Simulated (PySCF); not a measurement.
SMILES [C]1=CC=CCC1, doublet at its B3LYP/def2-SVP optimised geometry (Å):

```
13

C     -1.9340    -0.0059     0.0303
C     -1.3273     1.1767     0.0000
C      0.1542     1.1767     0.0000
C      0.8400     0.0384    -0.2160
C      0.1271    -1.2588    -0.5291
C     -1.2841    -1.3381     0.1137
H     -1.8682     2.1285     0.0000
H      0.6756     2.1235     0.1718
H      1.9340     0.0483    -0.2379
H      0.7254    -2.1285    -0.2119
H      0.0297    -1.3436    -1.6304
H     -1.2087    -1.6264     1.1813
H     -1.8775    -2.1263    -0.3779
```

Computed with unrestricted B3LYP/def2-TZVP (PySCF 2.14.0). Cells within 0.4 Å of a nucleus heavier than hydrogen are left out (blank, or x).

Map of the spin density (e/bohr³), clipped to [-0.05, 0.10] on the plane z = 0.0 Å:

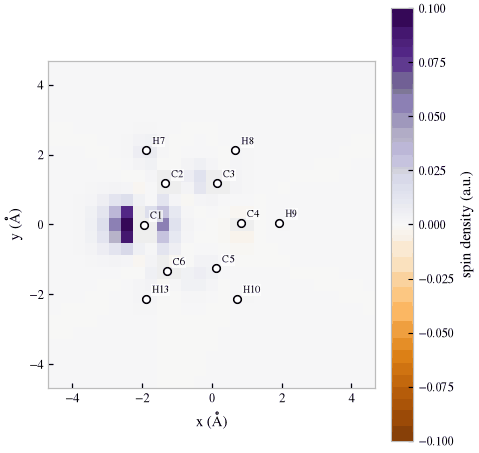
Fig. 1. Spin density (e/bohr³), clipped to [-0.05, 0.10] on the plane z = 0.0 Å.
